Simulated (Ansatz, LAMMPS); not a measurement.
# Structural relaxation of Li+ TFSI- in 1,3-dioxolane, from a frame at 350 K (197 atoms)

Aim: bring Li+ TFSI- in 1,3-dioxolane, from a frame at 350 K (197 atoms) to a nearby minimum of the energy and see what moves.

Main program and level: Ansatz 0.2.0; Kohn-Sham DFT, r2SCAN+D4, PAW (set soft_2), plane waves.

### Step 1. The starting structure

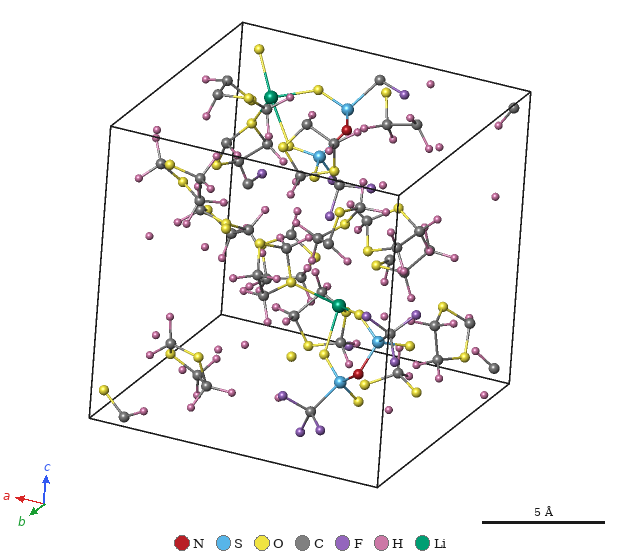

The starting structure, seen from a free direction (nitrogen red, sulfur blue, oxygen yellow, carbon grey, fluorine purple, hydrogen pink, lithium teal). Bonds to atoms that aren't drawn are left out. Some periodic images of atoms are drawn too.

The cell holds 197 atoms: 2 N, 4 S, 38 O, 49 C, 12 F, 90 H and 2 Li. Cell: a = 13.096 Å, b = 13.096 Å, c = 13.096 Å, α = 90.0°, β = 90.0°, γ = 90.0°. 15 1,3-dioxolane, 2 Li+, 2 TFSI- placed at random, at 1.25 g/cm³; overlaps pushed apart, then 10 ps at 550 K with Joung-Cheatham ions (J. Phys. Chem. B 112, 9020 (2008)); MMFF94 bonds, angles, torsions, charges and radii (Halgren, J. Comput. Chem. 17, 490 (1996)) in harmonic and 12-6 forms; charges of ions scaled by 0.8. Snapshot after 30 ps at 350 K and fixed volume.

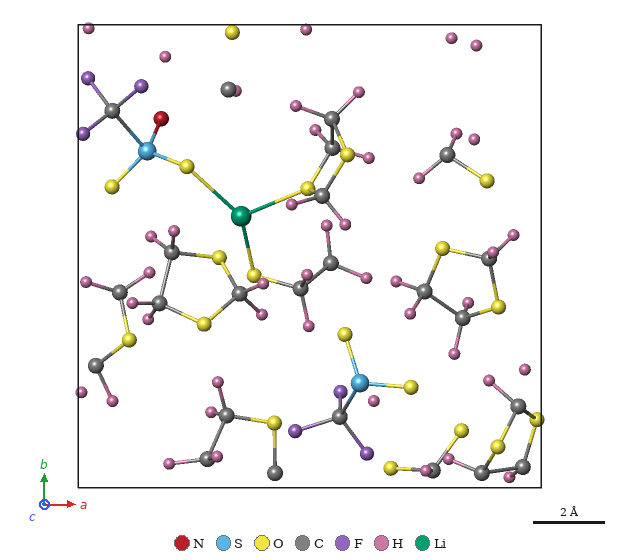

A slice 6 Å thick through the middle of the cell. Bonds to atoms that aren't drawn are left out.

Before any run, some limits are plain. The network of contacts between molecules at the start is that of the classical potential that made the cell. The density was typed from a rule of thumb and may lie off the real one at this temperature. Sampling is at Γ alone, for a cell whose shortest periodic width is 13 Å.

### Step 2. The classical run that made the cell

A classical potential makes the cell, at a small fraction of what the same run would cost in DFT.

This step: classical MD, Joung-Cheatham ions (J. Phys. Chem. B 112, 9020 (2008)); MMFF94 bonds, angles, torsions, charges and radii (Halgren, J. Comput. Chem. 17, 490 (1996)) in harmonic and 12-6 forms; charges of ions scaled by 0.8 (LAMMPS 22 Jul 2025 - Update 4).

File in.lmp:

```
# Li+ TFSI- in 1,3-dioxolane
units real
atom_style full
boundary p p p
bond_style harmonic
angle_style harmonic
dihedral_style opls
improper_style harmonic
special_bonds lj 0 0 0.5 coul 0 0 0.75
read_data data.lmp
neigh_modify delay 0 every 1 check yes one 4000
comm_modify cutoff 12.0
timestep 0.5
thermo_style custom step time temp pe press density
thermo_modify norm yes
# push overlapping molecules apart
pair_style soft 2.6
pair_coeff * * 0.0
variable a equal ramp(1,60)
fix ad all adapt 1 pair soft a * * v_a
velocity all create 550 15972 mom yes dist gaussian
fix lim all nve/limit 0.03
fix lan all langevin 550 550 50 15973 zero yes
thermo 1000
run 3000 post no
unfix ad
pair_style lj/cut/coul/long 9.0
pair_modify mix arithmetic tail yes
pair_coeff 1 1 0.0721 3.5530   # N
pair_coeff 2 2 0.2681 3.4180   # S
pair_coeff 3 3 0.0763 3.0960   # O
pair_coeff 4 4 0.0678 3.3680   # C
pair_coeff 5 5 0.0801 2.5590   # F
pair_coeff 6 6 0.0763 3.0430   # O
# [... 20 lines left out ...]
compute msd all msd com yes
thermo 7500
fix md all nvt temp 350 350 100
run 30000 post no
print "== T350: mean square displacement over the hold $(c_msd[4]:%.2f) A^2"
unfix md
uncompute msd
write_dump all custom T350.dump id type xs ys zs modify sort id
```

On the command line:

```
lmp -in in.lmp -log none -nocite
```

Log:

```text
LAMMPS (22 Jul 2025 - Update 4)
Reading data file ...
  orthogonal box = (0 0 0) to (13.09602 13.09602 13.09602)
  197 atoms
  orthogonal box = (0 0 0) to (13.09602 13.09602 13.09602)
  193 bonds
  350 angles
  363 dihedrals
   Step          Time           Temp          PotEng         Press         Density
         0   0              550            0.9465711     -4348.288       1.2459985
      1000   500            532.96096      2.0703142      30770.876      1.2459985
      2000   1000           462.1955       2.1967098      18426.744      1.2459985
      3000   1500           569.63844      2.0594788      18554.252      1.2459985
Loop time of 0.267469 s on 1 MPI rank(s) for 3000 steps with 197 atoms
PPPM initialization ...
  G vector (1/distance) = 0.29888239
  grid = 8 8 8
  estimated relative force accuracy = 2.5960416e-05
   Step          Time           Temp          PotEng         Press         Density
[... 14 lines left out ...]
      2000   1000           488.7078       1.2954513      11481.998      1.2459985
Loop time of 0.791236 s on 1 MPI rank(s) for 2000 steps with 197 atoms
   Step          Time           Temp          PotEng         Press         Density
      2000   1000           488.7078       1.2954513      11481.998      1.2459985
[... 5 lines left out ...]
Loop time of 4.27796 s on 1 MPI rank(s) for 10000 steps with 197 atoms
   Step          Time           Temp          PotEng         Press         Density
[... 4 lines left out ...]
Loop time of 2.09301 s on 1 MPI rank(s) for 5000 steps with 197 atoms
   Step          Time           Temp          PotEng         Press         Density
[... 2 lines left out ...]
     30000   29000          385.38215      0.87874663     7406.5979      1.2459985
     37500   36500          336.57623      0.84688681     4792.8776      1.2459985
     45000   44000          352.76845      0.89350969    -1550.8714      1.2459985
     47000   46000          348.28272      0.81556608     4209.4491      1.2459985
Loop time of 12.2745 s on 1 MPI rank(s) for 30000 steps with 197 atoms
== T350: mean square displacement over the hold 12.96 A^2
```

It took 20 s on 1 thread of AMD EPYC 9R45, shared host; peak memory 0.12 GiB.

The input also reads data.lmp (atoms, bonds and types; not printed here).

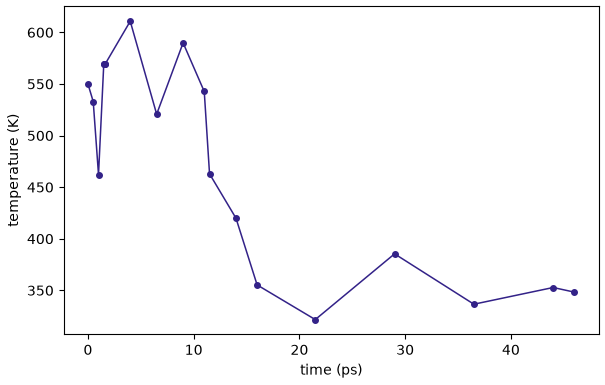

Temperature against time.

### Step 3. Single point at the start

A single point comes first, to see the forces before anything moves.

File input.yaml:

```yaml
crystal:
  lattice:
    - [13.09602, 0.0, 0.0]
    - [0.0, 13.09602, 0.0]
    - [0.0, 0.0, 13.09602]
  atoms:
    - { symbol: "N", position: [0.5481, 0.16402, 0.79613] }
    - { symbol: S, position: [0.59746, 0.05383, 0.81609] }
    - { symbol: O, position: [0.59122, 0.97559, 0.73728] }
    - { symbol: O, position: [0.69905, 0.06125, 0.8616] }
    - { symbol: C, position: [0.5179, 0.99829, 0.91604] }
    - { symbol: F, position: [0.54466, 0.02762, 0.00936] }
    - { symbol: F, position: [0.51628, 0.8952, 0.91512] }
    - { symbol: F, position: [0.41889, 0.02598, 0.89919] }
    - { symbol: S, position: [0.60846, 0.22563, 0.71246] }
    - { symbol: O, position: [0.57612, 0.33058, 0.6892] }
    - { symbol: O, position: [0.71869, 0.21646, 0.72008] }
    - { symbol: C, position: [0.56472, 0.15271, 0.60083] }
    - { symbol: F, position: [0.46846, 0.12188, 0.60087] }
    - { symbol: F, position: [0.62342, 0.07332, 0.57556] }
    - { symbol: F, position: [0.56659, 0.20672, 0.5122] }
    - { symbol: "N", position: [0.17913, 0.79659, 0.27358] }
    - { symbol: S, position: [0.14901, 0.72659, 0.3656] }
    - { symbol: O, position: [0.07302, 0.64952, 0.34241] }
    - { symbol: O, position: [0.23472, 0.69301, 0.42679] }
    - { symbol: C, position: [0.07344, 0.81371, 0.44225] }
    - { symbol: F, position: [0.01039, 0.76402, 0.50498] }
    - { symbol: F, position: [0.02127, 0.88399, 0.38339] }
    - { symbol: F, position: [0.13617, 0.8668, 0.50619] }
    - { symbol: S, position: [0.26246, 0.74052, 0.20587] }
    - { symbol: O, position: [0.34651, 0.68829, 0.26263] }
    - { symbol: O, position: [0.22356, 0.67541, 0.12576] }
    - { symbol: C, position: [0.31084, 0.84799, 0.13206] }
    - { symbol: F, position: [0.24136, 0.92317, 0.11121] }
    - { symbol: F, position: [0.35375, 0.81792, 0.04083] }
    - { symbol: F, position: [0.39137, 0.8922, 0.18292] }
    - { symbol: C, position: [0.54781, 0.79622, 0.52512] }
    - { symbol: C, position: [0.54891, 0.73356, 0.43167] }
    [... 159 atom lines left out ...]
    - { symbol: H, position: [0.1963, 0.0516, 0.40256] }
    - { symbol: H, position: [0.29982, 0.06695, 0.48822] }
    - { symbol: H, position: [0.44195, 0.02239, 0.2517] }
    - { symbol: H, position: [0.4921, 0.98917, 0.36834] }
    - { symbol: Li, position: [0.82988, 0.12777, 0.82852] }
    - { symbol: Li, position: [0.35179, 0.58584, 0.39156] }
kpoints:
  mp_grid: { grid: [1, 1, 1] }
hamiltonian:
  xc: r2scan
  dispersion: d4
scf:
  occupations: { method: gaussian, width: 0.025 }
output:
  forces: true
  stress: true
  populations: intrinsic
  dos:
    method: { smearing: { sigma: 0.08 } }
    de: 0.1
    projected: { site_lists: { C: [C], F: [F], H: [H], Li: [Li], "N": ["N"] } }
  eigenvalues: true
```

On the command line:

```
ansatz run input.yaml --threads 4 --pin off --max-ram 8192MiB --backend cpu --events-out ev --progress --plain --runs-dir out
```

Log:

```text
Engine: ansatz 0.2.0, x86_64-unknown-linux-gnu
Pseudopotentials: kind: paw
Pseudopotential: N, paw, valence charge 5, recommended cutoff 500 eV (meta_gga), N.paw.azcp
Pseudopotential: S, paw, valence charge 6, recommended cutoff 500 eV (meta_gga), S.paw.azcp
Pseudopotential: O, paw, valence charge 6, recommended cutoff 500 eV (meta_gga), O.paw.azcp
Pseudopotential: C, paw, valence charge 4, recommended cutoff 500 eV (meta_gga), C.paw.azcp
Pseudopotential: F, paw, valence charge 7, recommended cutoff 500 eV (meta_gga), F.paw.azcp
Pseudopotential: H, paw, valence charge 1, recommended cutoff 500 eV (meta_gga), H.paw.azcp
Pseudopotential: Li, paw, valence charge 3, recommended cutoff 500 eV (meta_gga), Li.paw.azcp
[... 6 lines on functional and potentials left out ...]
Crystal: 197 atoms, lattice volume = 2246.043 Å³
Basis set: ecut = 500 eV, 57243 PW (Γ), exchange–correlation on 384×384×384 points (64 copies of the dense FFT grid, shifted against one another)
Bands: 516, of which v1, the nominal top of the filled ones, is band 319 counted from 1 (318 counted from 0)
Symmetry: 1 space group operations
Space group: P1 (ITA 1), of the structure as read, at distance tolerance 1.3e-4 Å
k-points: 1
[... 20 lines on functional and potentials left out ...]
Initial density: superposition of atomic densities (neutral atoms: chi_scale 0, normalization atom), corrected by the library's trained network
Initial wavefunctions: pseudopotential atomic-orbital guess
Functional: x = r2scan, c = r2scan; τ floored in thin density (d = 2e-4 eV/Å³)
SCF iter   1: F=—  HF=-49858.527040 eV  |F-HF|=—  |Δ(HF+E_count)|=         —  Δρ=1.11e-2  dr2=3.61e0  dr2_τ=1.58e1  ethr=1.77e-3  ⟨swp⟩=6.0  Hψ=2480  notcnv=0  defer=85
preconditioner: auto → Resta (q_TF=auto, 2.212 Å⁻¹)  ε∞=2.3  [insulator: Δε(μ)=5.250 eV  Ē_g=16.272 eV  σ=0.025 eV  W_gap=1.00  n_scr=436 (ndim 8)  ℏωp=18.7 eV  f_vac=0.298  D(μ)=0.00/eV (n_scr^D=0)  ε∞_Penn≈2.3]
SCF iter   2: F=—  HF=-49856.780928 eV  |F-HF|=—  |Δ(HF+E_count)|=    1.75e0  Δρ=5.64e-3  dr2=5.91e-1  dr2_τ=7.54e-2  ethr=5.66e-4  ⟨swp⟩=3.0  Hψ=884  notcnv=0  defer=192
SCF iter   3: F=—  HF=-49856.684758 eV  |F-HF|=—  |Δ(HF+E_count)|=   9.62e-2  Δρ=2.14e-3  dr2=1.44e-1  dr2_τ=7.95e-3  ethr=9.27e-5  ⟨swp⟩=8.0  Hψ=550  notcnv=0  defer=193
SCF iter   4: F=—  HF=-49856.676434 eV  |F-HF|=—  |Δ(HF+E_count)|=   8.32e-3  Δρ=8.77e-4  dr2=2.08e-2  dr2_τ=2.21e-3  ethr=2.25e-5  ⟨swp⟩=2.0  Hψ=881  notcnv=0  defer=193
SCF iter   5: F=—  HF=-49856.679952 eV  |F-HF|=—  |Δ(HF+E_count)|=   3.52e-3  Δρ=4.84e-4  dr2=5.30e-3  dr2_τ=6.17e-4  ethr=3.26e-6  ⟨swp⟩=3.0  Hψ=714  notcnv=0  defer=193
SCF iter   6: F=—  HF=-49856.681518 eV  |F-HF|=—  |Δ(HF+E_count)|=   1.57e-3  Δρ=1.50e-4  dr2=5.14e-4  dr2_τ=6.54e-5  ethr=8.31e-7  ⟨swp⟩=3.0  Hψ=707  notcnv=0  defer=193
SCF iter   7: F=—  HF=-49856.681997 eV  |F-HF|=—  |Δ(HF+E_count)|=   4.79e-4  Δρ=5.40e-5  dr2=5.83e-5  dr2_τ=7.17e-6  ethr=8.06e-8  ⟨swp⟩=2.0  Hψ=640  notcnv=0  defer=193
SCF iter   8: F=—  HF=-49856.684971 eV  |F-HF|=—  |Δ(HF+E_count)|=   2.97e-3  Δρ=2.25e-5  dr2=1.19e-5  dr2_τ=1.46e-6  ethr=9.13e-9  ⟨swp⟩=2.0  Hψ=818  notcnv=0  defer=193
SCF iter   9: F=—  HF=-49856.684988 eV  |F-HF|=—  |Δ(HF+E_count)|=   1.74e-5  Δρ=6.75e-6  dr2=1.35e-6  dr2_τ=1.23e-7  ethr=1.86e-9  ⟨swp⟩=2.0  Hψ=637  notcnv=0  defer=193
SCF iter  10: F=—  HF=-49856.684991 eV  |F-HF|=—  |Δ(HF+E_count)|=   3.19e-6  Δρ=4.84e-6  dr2=5.50e-7  dr2_τ=6.31e-8  ethr=2.11e-10  ⟨swp⟩=3.0  Hψ=759  notcnv=0  defer=193
SCF iter  11: F=-49856.684992 eV  HF=-49856.684992 eV  |F-HF|=1.30e-7  |Δ(HF+E_count)|=   4.42e-7  Δρ=1.55e-6  dr2=6.30e-8  dr2_τ=6.64e-9  ethr=1.57e-11  ⟨swp⟩=14.0  Hψ=3550  notcnv=0
SCF 1 converged in 11 iterations: F = -49856.684992 eV  dr2 = 6.30e-8
  greatest PAW one-centre occupation: 0.999 electrons in one spin orbital (limit 2), on the Li atom at site 195 (counted from 0), in its partial waves of l = 0
SCF converged after 11 iterations
Free energy (F): -49856.684992 eV
Harris-Foulkes:  -49856.684992 eV  (|F-HF|=1.30e-7)
Internal energy: -49856.684992 eV  (E = F + TS)
E sigma→0 (E₀):  -49856.684992 eV
Fermi energy:    1.686362 eV
--- Per-component energies (eV) ---
  E_band       = -6243.588921
  E_kinetic    = 15709.320536
  E_local      = -60978.648895  (includes V_loc(G=0)·N_el)
  E_nonlocal   = 4269.829500
  E_hartree    = 23590.834339
  E_xc         = -7354.241579
  E_vxc        = -10352.968513  (∫ρ·V_xc dr)
  E_paw        = -16254.459847  (= ΣΔE_a)
  E_vpaw       = -2734.636139  (= ΣTr[D̂ρ^β])
  E_aug_tail   = 0.006204  (compensation charges beyond the density's cutoff)
  E_vtau       = 661.846090  (kinetic-family band-sum trace: ∫τ·v_τ [+ j·A + Jᵃ·Aᵃ] dr)
  E_ewald      = -8831.795706
  E_disp       = -4.226982  (pairwise vdW)
  E_core_change = -3.302562  (= ΣΔE_core)
  E_smearing   = -0.000000  (= −TS)
  E_closure    = -0.000000  (closes the sum)
  Σ components = -49856.684992   (vs F -49856.684992, Δ=0.00e0)
--- Forces (eV/Å), atoms counted from 1 ---
  atom   1  N     -0.18427634    -0.37377715     0.44536080
  atom   2  S      1.87225195    -1.56753904    -0.40499520
  atom   3  O     -0.54672542     1.15697073     0.65795134
  atom   4  O     -0.40476194     0.00497783     0.22742975
  atom   5  C     -2.47617392    -0.44591372     1.07362777
  atom   6  F      0.13042243     0.15713754    -0.26658193
  atom   7  F      0.86171352     0.82641257    -0.33952290
  atom   8  F      0.85356525     0.15085152     0.13541081
  atom   9  S      0.50341797     2.29803207    -1.01218803
  atom  10  O     -0.39047513    -2.22026322     1.12339187
  atom  11  O     -0.44262029    -0.50283208    -0.33101465
  atom  12  C     -0.34858860    -0.35617410    -4.06370388
  atom  13  F     -0.52740186    -0.37327008     1.61513010
  atom  14  F      0.50970032    -0.42295507     0.82409460
[...]
atom 196  Li    -0.43563406     0.02791039     0.36552372
  atom 197  Li    -0.14093036     0.59640397     0.28965995
  max |Σ_I F_I| component: 1.61e-4 eV/Å
--- Stress (GPa, compression-positive) ---
        1.594813       0.638005      -0.249101
        0.638005       0.200348       0.239092
       -0.249103       0.239091       0.836870
  P = ⅓ Tr σ = 0.8773 GPa (8.773 kbar)
--- Band table (eV) ---
  k-point 0: bands = ["-46.5392", "-46.0707", "-30.0628", "-30.0579", [... 500 levels ...], "11.2581", "11.2979", "11.3331", "11.3587", "11.3799", "11.4132", "11.4412", "11.4731", "11.5259", "11.5460", "11.5833", "11.6210"]
--- intrinsic populations: 197 sites ---
  site symbol       q [e]
     0      N      6.0756
     1      S      3.8649
     2      O      6.8994
[...]
196     Li      2.2308
  spilling = 0.000000 (of n_electrons = 638.000000)
```

Elapsed: 45 s, on 4 threads of AMD EPYC 9R45, shared host; peak memory 6.5 GiB.

Numbers from this run:

```
free energy                                      : -49856.6850 eV
free energy per atom                             : -253.0796 eV/atom
SCF cycles                                       : 11
pressure                                         : 0.8773 GPa
r.m.s. force component                           : 0.9723 eV/Å
longest force                                    : 6.029 eV/Å
Fermi energy                                     : 1.686 eV
gap (highest filled to lowest empty level) : 4.322 eV
```

The r.m.s. force component of 0.97 eV/Å and the pressure of 0.88 GPa set the starting point.

Length of the force by element:

| element | coordination | atoms | mean length of the force (eV/Å) | spread | least | most |
| --- | --- | --- | --- | --- | --- | --- |
| C | all | 49 | 2.20 | 1.02 | 0.408 | 6.03 |
| F | all | 12 | 1.36 | 0.547 | 0.336 | 2.09 |
| H | all | 90 | 1.03 | 0.611 | 0.178 | 3.92 |
| Li | all | 2 | 0.624 | 0.0542 | 0.569 | 0.678 |
| N | all | 2 | 0.796 | 0.186 | 0.610 | 0.982 |
| O | all | 38 | 1.36 | 0.712 | 0.447 | 2.83 |
| S | all | 4 | 2.50 | 0.154 | 2.27 | 2.70 |

(Continued in part 2 of 3.)

[Logs are printed without paths, hosts, clocks, repeated set-up lines and the standing remarks that a program may print on its own settings, such as how far it seeks lower states.]

[Hosts, paths, dates, database ids (printed as entryN), source tags and the programs' standing remarks are cut or masked in the printed files.]

[The MMFF94 radii named for the starting cell were scaled by 0.96; in molecules described by MMFF94, hydrogen bound to N, O or S took a small fixed 12-6 site in their place.]
